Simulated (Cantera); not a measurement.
A closed system holds: 1 mol CaO, 6.8 mol HCl, 18 mol H2, equilibrated at 0.00960 bar.

Equilibrium computed with Cantera from the NASA thermochemical tables; the gas is ideal and each condensed phase is pure. Candidate condensed phases: Ca, CaCl2, CaO, Ca(OH)2, H2O; 21 gas species. Condensed phases not in the tables: oxide chlorides. The numbers say what is thermodynamically allowed, not how fast it happens.

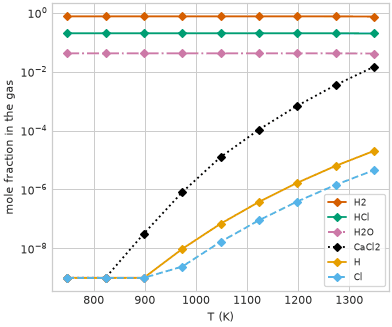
*Equilibrium gas composition (values under 1e-9 drawn at 1e-9)*

Q: Read off the mole fractions at 1198 K.

A: H2 about 0.76, HCl about 0.20, H2O about 0.042, CaCl2 about 0.00070, H about 1.7e-6, Cl about 3.9e-7.
